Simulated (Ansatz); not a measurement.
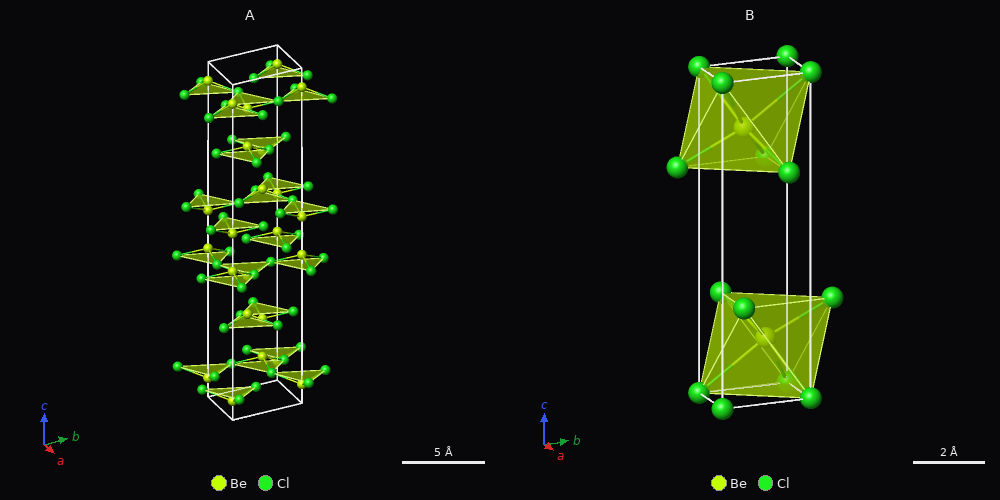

Two structures of Be$_{2}$Cl$_{3}$, each relaxed to rest (conventional cells in solid outline, small ones repeated, not to one scale). Method: DFT PBE, scalar-relativistic, plane waves, PAW (Ansatz), without spin polarisation.

### What are the two structures?

A: corundum, R-3c. B: 5 atoms a cell on a primitive hexagonal lattice, P-3m1.

### Which is the more stable form at this level of theory?

A is lower, by 390 meV/atom at this level of theory (energies at zero smearing). Volumes: A 21.6, B 18.2 Å³/atom.

One or both may be structure types tried for this composition rather than known phases.
